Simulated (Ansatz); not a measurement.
**Si2H6O2 (SMILES O[SiH2][SiH2]O) at B3LYP/6-31G(d) (Cartesian functions)**

Aim: the vertical ionisation energy of Si2H6O2 at B3LYP/6-31G* (Cartesian functions), from 2 runs. 

Program for the calculation: Ansatz 0.2.0.

48 further runs of the same task are left out: 48 set aside as unsound or not needed. Runs told in other sessions of the task aren't counted.

**1. Starting point**

Si2H6O2: 10 atoms, total charge 0, spin state singlet. As SMILES, `O[SiH2][SiH2]O`. Geometry: relaxed at PBE0-D4/def2-TZVP. This is one conformer, not always the lowest.

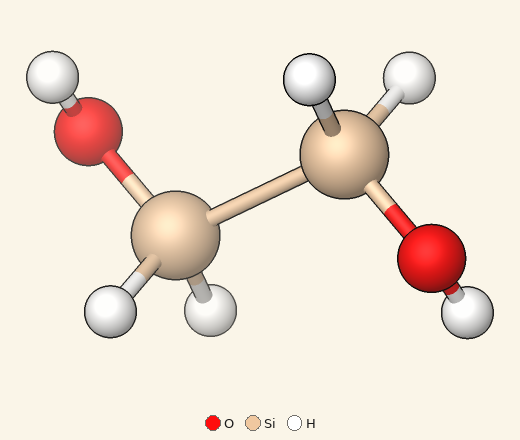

The structure, seen from a chosen angle (oxygen red, silicon light orange, hydrogen white).

**2. The energy at B3LYP/6-31G(d) (Cartesian functions)**

File job.yaml:

```yaml
crystal:
  periodic: [false, false, false]
  atoms:
    - {symbol: O, position_ang: [-1.023300, 1.887700, 1.029000]}
    - {symbol: Si, position_ang: [0.114300, 0.686000, 0.959700]}
    - {symbol: Si, position_ang: [-0.148600, -0.673600, -0.947700]}
    - {symbol: O, position_ang: [0.987200, -1.877000, -1.014900]}
    - {symbol: H, position_ang: [-1.013300, 2.545500, 0.332800]}
    - {symbol: H, position_ang: [-0.079100, -0.112900, 2.199100]}
    - {symbol: H, position_ang: [1.498300, 1.246700, 0.986300]}
    - {symbol: H, position_ang: [-1.533500, -1.232000, -0.975500]}
    - {symbol: H, position_ang: [0.047500, 0.124300, -2.187300]}
    - {symbol: H, position_ang: [0.975700, -2.534100, -0.318000]}
basis:
  gaussian:
    orbitals: "6-31G*"
hamiltonian:
  xc: {name: B3LYP}
accuracy: high
output: {orbitals: {seedname: orbitals}}
```

Started as:

```sh
ansatz run job.yaml --threads 1 --pin off --max-ram 2610MiB --events-out events.jsonl --progress --plain --runs-dir runs
```

Log:

```text
Warning: RAYON_NUM_THREADS=1 ignored (pool sized by the plan → 1); use --threads N
Functional definition: B3LYP
  name "B3LYP"
  parameter a0 = 0.2
  parameter ax = 0.72
  parameter ac = 0.81
  exchange = (1 - a0 - ax)*slater_x + ax*b88_x + a0*exact_x
  correlation = (1 - ac)*vwn_rpa_c + ac*lyp_c
1760 factors; integrals over basis functions are off by at most 4.2e-9 eV
mean field evaluation 1: about -19940.5842 eV, gradient 6.8e1 eV
mean field evaluation 2: about -19923.3019 eV, gradient 1.2e2 eV
mean field evaluation 4: about -19948.3985 eV, gradient 1.8e0 eV
mean field evaluation 8: about -19948.5780 eV, gradient 1.5e-1 eV
mean field evaluation 16: about -19948.5781 eV, gradient 3.6e-6 eV
mean field -19948.57808732 eV, -733.0967230773 hartree, gradient 4.5e-8 eV, S^2 0.000000; 0 other end points of the search recorded, 0 dependent functions left out
reference -19948.57813165 eV, -733.0967247064 hartree; 25, 25 occupied and 55, 55 virtual orbitals, 1760 factors
Total energy: -19948.57813165 eV, -733.0967247064 hartree
```

Run time: 8.4 s. Hardware: 1 thread of Arm Neoverse V1, shared host; peak memory 0.26 GiB.

**3. The doublet cation**

File molecule.yaml:

```yaml
crystal:
  periodic: [false, false, false]
  atoms:
    - {symbol: O, position_ang: [-1.023300, 1.887700, 1.029000]}
    - {symbol: Si, position_ang: [0.114300, 0.686000, 0.959700]}
    - {symbol: Si, position_ang: [-0.148600, -0.673600, -0.947700]}
    - {symbol: O, position_ang: [0.987200, -1.877000, -1.014900]}
    - {symbol: H, position_ang: [-1.013300, 2.545500, 0.332800]}
    - {symbol: H, position_ang: [-0.079100, -0.112900, 2.199100]}
    - {symbol: H, position_ang: [1.498300, 1.246700, 0.986300]}
    - {symbol: H, position_ang: [-1.533500, -1.232000, -0.975500]}
    - {symbol: H, position_ang: [0.047500, 0.124300, -2.187300]}
    - {symbol: H, position_ang: [0.975700, -2.534100, -0.318000]}
basis:
  gaussian:
    orbitals: "6-31G*"
total_charge: 1
magnetization:
  spin_polarized: true
  initial_magnetization: 1
hamiltonian:
  xc: {name: B3LYP}
accuracy: high
output: {orbitals: {seedname: orbitals}}
```

Started as:

```sh
ansatz run molecule.yaml --threads 1 --pin off --max-ram 2610MiB --events-out events.jsonl --progress --plain --runs-dir runs
```

Log:

```text
Warning: RAYON_NUM_THREADS=1 ignored (pool sized by the plan → 1); use --threads N
Functional definition: B3LYP
  name "B3LYP"
  parameter a0 = 0.2
  parameter ax = 0.72
  parameter ac = 0.81
  exchange = (1 - a0 - ax)*slater_x + ax*b88_x + a0*exact_x
  correlation = (1 - ac)*vwn_rpa_c + ac*lyp_c
1760 factors; integrals over basis functions are off by at most 4.2e-9 eV
mean field evaluation 1: about -19922.0671 eV, gradient 7.0e1 eV
mean field evaluation 2: about -19846.0383 eV, gradient 1.5e2 eV
mean field evaluation 4: about -19938.8185 eV, gradient 6.8e0 eV
mean field evaluation 8: about -19939.2431 eV, gradient 7.0e-1 eV
mean field evaluation 16: about -19939.2465 eV, gradient 4.5e-4 eV
mean field evaluation 32: about -19939.2465 eV, gradient 3.2e-8 eV
mean field -19939.24651150 eV, -732.7537939909 hartree, gradient 3.2e-8 eV, S^2 0.755135; 0 other end points of the search recorded, 0 dependent functions left out
reference -19939.24655420 eV, -732.7537955603 hartree; 25, 24 occupied and 55, 56 virtual orbitals, 1760 factors
Total energy: -19939.24655420 eV, -732.7537955603 hartree
```

Run time: 18 s. Hardware: 1 thread of Arm Neoverse V1, shared host; peak memory 0.39 GiB.

**4. Summary of results**

At B3LYP/6-31G* (Cartesian functions):

| quantity | value |
| --- | --- |
| singlet Si2H6O2: total energy | -733.09672 Eh |
| singlet Si2H6O2: HOMO energy | -7.03 eV |
| singlet Si2H6O2: LUMO energy | -0.82 eV |
| singlet Si2H6O2: HOMO–LUMO gap | 6.22 eV |
| doublet cation: total energy | -732.75380 Eh |
| doublet cation: HOMO energy (highest over α and β) | -13.93 eV |
| doublet cation: LUMO energy (lowest over α and β) | -11.62 eV |
| doublet cation: ⟨S²⟩ | 0.755 |
| vertical ionisation energy (to the doublet cation) | 9.332 eV |

**Reading.** Removing an electron at fixed nuclei costs 9.33 eV (900 kJ/mol). −ε(HOMO) before ionisation, 7.03 eV, is 2.30 eV below this ionisation energy.
